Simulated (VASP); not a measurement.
# How thick must a slab of Cu(100) be?, part 7 of 7

How many layers does a slab of Cu(100) need before surface energy, work function and relaxation settle?

VASP 6.6.1; PBE; plane waves and PAW (Cu).

So far. Step 20 (Surface relaxation, layers 12): The run ended after 15 ionic steps, 0.012 eV below its first step, once the forces on the free atoms met EDIFFG = -0.01. Step 21 (The vacuum level, layers 12): The vacuum level lies 4.47 eV above the Fermi level at the upper face; both faces agree, as the slab has next to no dipole.

## (22) Surface relaxation, layers 14

System of this step: Cu(100). The cell holds 14 atoms: 14 Cu. Cell: a = 2.566 Å, b = 2.566 Å, c = 38.584 Å, α = 90.0°, β = 90.0°, γ = 90.0°. It derives from Cu. 14 layers of fcc Cu, cut at this functional's lattice. Vacuum lies along c.

INCAR

```
SYSTEM = Cu
PREC = Normal
ENCUT = 330
EDIFF = 1E-06
NELM = 120
ISMEAR = 1
SIGMA = 0.15
LREAL = Auto
ALGO = Fast
GGA = PE
NBANDS = 95
LASPH = .TRUE.
LORBIT = 11
LWAVE = .FALSE.
LCHARG = .FALSE.
KPAR = 4
IBRION = 2
NSW = 50
ISIF = 2
EDIFFG = -0.01
POTIM = 0.4
MAXMIX = 40
```

POSCAR

```
Cu
1.0
    2.5656253229      0.0000000000      0.0000000000
    0.0000000000      2.5656253229      0.0000000000
    0.0000000000      0.0000000000     38.5842238294
Cu
14
Direct
    0.5000000000      0.5000000000      0.1943799600
    0.0000000000      0.0000000000      0.2413984300
    0.5000000000      0.5000000000      0.2884169000
    0.0000000000      0.0000000000      0.3354353600
    0.5000000000      0.5000000000      0.3824538300
    0.0000000000      0.0000000000      0.4294723000
    0.5000000000      0.5000000000      0.4764907700
    0.0000000000      0.0000000000      0.5235092300
    0.5000000000      0.5000000000      0.5705277000
    0.0000000000      0.0000000000      0.6175461700
    0.5000000000      0.5000000000      0.6645646400
    0.0000000000      0.0000000000      0.7115831000
    0.5000000000      0.5000000000      0.7586015700
    0.0000000000      0.0000000000      0.8056200400
```

KPOINTS

```
Automatic mesh
0
Gamma
13 13 1
0 0 0
```

Potentials, in the order of the species: Cu (PBE family, release 64).

Run with:

```
> mpirun -np 4 vasp_std
```

The program printed:

```text
[banner, memory and clock lines left out]
running    4 mpi-ranks, on    1 nodes
[...]
LDA part: xc-table for (Slater+PW92), standard interpolation
 POSCAR, INCAR and KPOINTS ok, starting setup
[...]
entering main loop
       N       E                     dE             d eps       ncg     rms          rms(c)
DAV:   1     0.135010945015E+04    0.13501E+04   -0.50261E+04  5416   0.188E+03
DAV:   2     0.138010688000E+03   -0.12121E+04   -0.11732E+04  5320   0.432E+02
DAV:   3    -0.535380038689E+02   -0.19155E+03   -0.17559E+03  5455   0.214E+02
DAV:   4    -0.628954671774E+02   -0.93575E+01   -0.92204E+01  5807   0.674E+01
[...]
RMM:  25    -0.511192163326E+02   -0.82177E-05   -0.58108E-07  3076   0.597E-03    0.144E-03
RMM:  26    -0.511192218859E+02   -0.55532E-05   -0.27355E-07  3053   0.344E-03    0.278E-04
RMM:  27    -0.511192224986E+02   -0.61273E-06   -0.54651E-08  2899   0.146E-03
   1 F= -.51119222E+02 E0= -.51120659E+02  d E =-.511192E+02
[... from here on, the cycles between the ionic steps are left out ...]
   2 F= -.51124919E+02 E0= -.51126380E+02  d E =-.569631E-02
   3 F= -.51129398E+02 E0= -.51130901E+02  d E =-.101752E-01
   5 F= -.51129421E+02 E0= -.51130947E+02  d E =-.101983E-01
   7 F= -.51130464E+02 E0= -.51131988E+02  d E =-.104353E-02
   9 F= -.51130740E+02 E0= -.51132254E+02  d E =-.131908E-02
  11 F= -.51130740E+02 E0= -.51132255E+02  d E =-.131955E-02
  13 F= -.51131155E+02 E0= -.51132733E+02  d E =-.414200E-03
  15 F= -.51131397E+02 E0= -.51132964E+02  d E =-.209035E-03
  17 F= -.51131590E+02 E0= -.51133162E+02  d E =-.401678E-03
  19 F= -.51131887E+02 E0= -.51133381E+02  d E =-.296960E-03
  21 F= -.51131980E+02 E0= -.51133487E+02  d E =-.390379E-03
  23 F= -.51132178E+02 E0= -.51133683E+02  d E =-.166959E-03
  24 F= -.51132190E+02 E0= -.51133691E+02  d E =-.178576E-03
  25 F= -.51132338E+02 E0= -.51133840E+02  d E =-.147956E-03
 trial-energy change:   -0.000148  1 .order   -0.000123   -0.000166   -0.000080
 step:   3.0964(harm=  4.6337)  dis= 0.00271  next Energy=   -51.132350 (dE=-0.160E-03)
 reached required accuracy - stopping structural energy minimisation
```

Run time: 7.2 min. Hardware: 4 MPI ranks of Intel Xeon 6975P-C (Granite Rapids), shared host; peak memory 1.3 GiB.

From OUTCAR (step 22):

```text
  Total       -0.6669086     -0.6669086      0.7005919      0.0000000      0.0000000      0.0000000
  in kB       -4.2070788     -4.2070788      4.4195645      0.0000000      0.0000000      0.0000000
  external PRESSURE =      -1.3315311 kB  Pullay stress =       0.0000000 kB

 POSITION                                       TOTAL-FORCE (eV/Angst)
 -----------------------------------------------------------------------------------
      1.28281      1.28281      7.50986        -0.000000      0.000000     -0.009754
      0.00000      0.00000      9.27147        -0.000000      0.000000     -0.006305
      1.28281      1.28281     11.09766        -0.000000     -0.000000     -0.005720
      0.00000      0.00000     12.91693        -0.000000      0.000000      0.000289
      1.28281      1.28281     14.73893         0.000000      0.000000      0.004473
      0.00000      0.00000     16.55983        -0.000000     -0.000000      0.006932
      1.28281      1.28281     18.38007        -0.000000      0.000000      0.008408
      0.00000      0.00000     20.20415        -0.000000     -0.000000     -0.008408
      1.28281      1.28281     22.02439        -0.000000      0.000000     -0.006932
      0.00000      0.00000     23.84530        -0.000000      0.000000     -0.004473
      1.28281      1.28281     25.66729         0.000000      0.000000     -0.000289
      2.56563      0.00000     27.48657        -0.000000      0.000000      0.005720
      1.28281      1.28281     29.31275         0.000000      0.000000      0.006305
      2.56563      0.00000     31.07436        -0.000000      0.000000      0.009754
 -----------------------------------------------------------------------------------
    total drift:                                0.000000     -0.000000      0.000000

  FREE ENERGIE OF THE ION-ELECTRON SYSTEM (eV)
  ---------------------------------------------------
  free  energy   TOTEN  =       -51.1323378862 eV

  energy  without entropy=      -51.1368451569  energy(sigma->0) =      -51.13384031

[... 1 part as in an earlier step ...]

[... 3 further parts left out ...]
[key lines of the parts left out:]
E-fermi :   3.4403
```

The run ended after 25 ionic steps, 0.013 eV below its first step, once the forces on the free atoms met EDIFFG = -0.01.

## (23) The vacuum level, layers 14

INCAR: that of step 22 with these lines changed.

```diff
@@ -16,7 +16,6 @@
 KPAR = 4
-IBRION = 2
-NSW = 50
-ISIF = 2
-EDIFFG = -0.01
-POTIM = 0.4
-MAXMIX = 40
+IDIPOL = 3
+LDIPOL = .TRUE.
+DIPOL = 0.5 0.5 0.5
+LVHAR = .TRUE.
+LVACPOTAV = .TRUE.
```

POSCAR

```
Cu
1.0
    2.5656253229      0.0000000000      0.0000000000
    0.0000000000      2.5656253229      0.0000000000
    0.0000000000      0.0000000000     38.5842238294
Cu
14
Direct
    0.5000000000      0.5000000000      0.1946355061
    0.0000000000      0.0000000000      0.2402918094
    0.5000000000      0.5000000000      0.2876215824
    0.0000000000      0.0000000000      0.3347723797
    0.5000000000      0.5000000000      0.3819935847
    0.0000000000      0.0000000000      0.4291865956
    0.5000000000      0.5000000000      0.4763622847
    0.0000000000      0.0000000000      0.5236377153
    0.5000000000      0.5000000000      0.5708134044
    0.0000000000      0.0000000000      0.6180064153
    0.5000000000      0.5000000000      0.6652276203
    0.0000000000      0.0000000000      0.7123784176
    0.5000000000      0.5000000000      0.7597081906
    0.0000000000      0.0000000000      0.8053644939
```

KPOINTS is that of step 22.

Run with:

```
> mpirun -np 4 vasp_std
```

The program printed:

```text
[... set-up lines as in an earlier step ...]
 entering main loop
       N       E                     dE             d eps       ncg     rms          rms(c)
DAV:   1     0.135084642298E+04    0.13508E+04   -0.50254E+04  5416   0.188E+03
DAV:   2     0.137972417462E+03   -0.12129E+04   -0.11738E+04  5320   0.432E+02
DAV:   3    -0.537004063646E+02   -0.19167E+03   -0.17575E+03  5398   0.214E+02
DAV:   4    -0.629209945743E+02   -0.92206E+01   -0.90798E+01  5846   0.671E+01
[...]
RMM:  25    -0.511323304583E+02   -0.96581E-05   -0.82567E-07  3554   0.705E-03    0.192E-03
RMM:  26    -0.511323342970E+02   -0.38388E-05   -0.33629E-07  3500   0.460E-03    0.257E-04
RMM:  27    -0.511323351631E+02   -0.86609E-06   -0.58716E-08  3140   0.121E-03
 [... a notice as in an earlier step ...]

   1 F= -.51132335E+02 E0= -.51133840E+02  d E =0.451442E-02
```

Run time: 47 s. Hardware: 4 MPI ranks; peak memory 1.2 GiB.

Parts of OUTCAR (step 23):

```text
  Total       -1.0743052     -1.0743052      0.2995260      0.0000000      0.0000000      0.0000000
  in kB       -6.7770706     -6.7770706      1.8895089      0.0000000      0.0000000      0.0000000
  external PRESSURE =      -3.8882108 kB  Pullay stress =       0.0000000 kB

 POSITION                                       TOTAL-FORCE (eV/Angst)
 -----------------------------------------------------------------------------------
      1.28281      1.28281      7.50986        -0.000000      0.000000     -0.010861
      0.00000      0.00000      9.27147         0.000000     -0.000000     -0.007283
      1.28281      1.28281     11.09766         0.000000     -0.000000     -0.006508
      0.00000      0.00000     12.91693         0.000000      0.000000     -0.000491
      1.28281      1.28281     14.73893         0.000000     -0.000000      0.003938
      0.00000      0.00000     16.55983         0.000000      0.000000      0.006605
      1.28281      1.28281     18.38007         0.000000     -0.000000      0.008135
      0.00000      0.00000     20.20415        -0.000000      0.000000     -0.008135
      1.28281      1.28281     22.02439         0.000000     -0.000000     -0.006605
      0.00000      0.00000     23.84530         0.000000      0.000000     -0.003938
      1.28281      1.28281     25.66729         0.000000     -0.000000      0.000491
      0.00000      0.00000     27.48657         0.000000      0.000000      0.006508
      1.28281      1.28281     29.31275         0.000000      0.000000      0.007283
      0.00000      0.00000     31.07436         0.000000     -0.000000      0.010861
 -----------------------------------------------------------------------------------
    total drift:                                0.000000      0.000000      0.000000

  FREE ENERGIE OF THE ION-ELECTRON SYSTEM (eV)
  ---------------------------------------------------
  free  energy   TOTEN  =       -51.1323351631 eV

  energy  without entropy=      -51.1368495847  energy(sigma->0) =      -51.13383997

[... 2 parts as in an earlier step ...]

[... 1 further part left out ...]
[key lines of the parts left out:]
E-fermi :   3.4401
```

The planar average of the electrostatic potential oscillates, so the rows of the table below give means over windows of 1.82 Å about each position, cut where the curve ends. Its maxima inside the range that stand out by 2 % of the span (Å: eV): 8.4: -2.00, 10.2: -1.28, 12.0: -1.34, 13.8: -1.33, 15.6: -1.35, 17.5: -1.35, 19.3: -1.30, 21.1: -1.35, 22.9: -1.35, 24.8: -1.33, 26.6: -1.34, 28.4: -1.28, 30.2: -2.00. Its minima: 7.5: -12.3, 9.2: -12.5, 11.1: -12.5, 13.0: -12.5, 14.8: -12.5, 16.6: -12.5, 18.3: -12.5, 20.3: -12.5, 22.0: -12.5, 23.8: -12.5, 25.6: -12.5, 27.4: -12.5, 29.4: -12.5, 31.1: -12.3.

Zero at the Fermi level. Planar average of the electrostatic potential against height; means over each step:

```tsv
height (Å)	planar average of the electrostatic potential (eV)
0.91	4.49
2.73	4.49
4.55	4.45
6.37	0.227
8.19	-7.81
10.01	-7.45
11.83	-7.47
13.65	-7.48
15.47	-7.49
17.29	-7.49
19.11	-7.45
20.93	-7.49
22.75	-7.49
24.57	-7.48
26.39	-7.48
28.21	-7.43
30.03	-7.88
31.85	-2.99
33.67	4.38
35.49	4.49
37.31	4.49
```

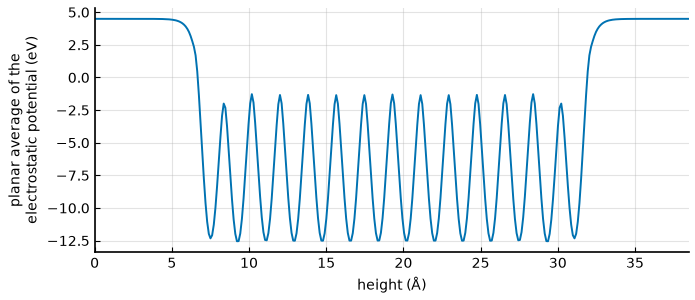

Planar average of the electrostatic potential, plotted against height.

The vacuum level lies 4.49 eV above the Fermi level at the upper face; both faces agree, as the slab has next to no dipole.

The program found no field-free point at its default tolerance, and its printed vacuum level lies off the flat part of the planar average, by -0.02 eV at the upper face; the levels here are read from the flat part.

## (24) All thicknesses together

This step: a metal face over its thickness, PBE; plane waves and PAW (VASP 6.6.1).

This step runs nothing: it gathers the runs above.

Numbers from this step:

```
slope energy per layer      : -3.737 eV
surface energy from the fit : 1.447 J/m²
```

Symmetric slabs, all atoms free; energies from the ends of the relaxations. Thickness series, by row:

```tsv
layers	slab energy plus 3.2 eV a layer (eV)	surface energy from the bulk run (J/m²)	work function (eV)	change of the top spacing (%)
4	-0.9474	1.456	4.495	-2.687
5	-1.501	1.435	4.455	-3.106
6	-2.037	1.435	4.48	-2.497
7	-2.57	1.438	4.563	-2.356
8	-3.111	1.432	4.446	-2.746
9	-3.629	1.454	4.521	-2.825
10	-4.193	1.42	4.514	-2.689
11	-4.706	1.448	4.513	-2.639
12	-5.259	1.427	4.471	-2.883
14	-6.334	1.423	4.492	-2.897
```

The third column takes -3.7360 eV an atom from the bulk run, over twice the area of 6.582 Å². The fit needs no bulk run: the intercept of energy against layers is twice the area times the surface energy.

## (25) What came out

* surface energy from the fit: 1.45 J/m²
* slope energy per layer: -3.74 eV

**Reading.** A straight line through the slab energies from 7 to 12 layers gives a surface energy of 1.45 J/m² for Cu(100); with one or two rows fewer at either end it runs from 1.43 to 1.49. Its slope differs from the bulk run's energy by -0.9 meV a layer, and the value counted from the bulk run goes from 1.46 J/m² at 4 layers to 1.43 at 12. Over the series the work function lies between 4.45 and 4.56 eV, and the top spacing changes by -3.1 to -2.4 %. Slabs of more than 12 layers ran with LREAL = Auto and the others without, so they are kept out of the line. The top spacing is counted from the bulk run's spacing, and the inner spacings of a slab can differ from that too. Swings with thickness mix quantum size effects with the sampling of the mesh and the force threshold.

[Lines on the potential files, build, host, timing and source positions are cut from VASP's logs without a mark.]

[Logs are printed without paths, hosts, clocks, repeated set-up lines and the standing remarks that a program may print on its own settings, such as how far it seeks lower states.]

[Hosts, paths, dates, database ids (printed as entryN), source tags and the programs' standing remarks are cut or masked in the printed files.]

[Runs that stopped without an error message from VASP are left out.]
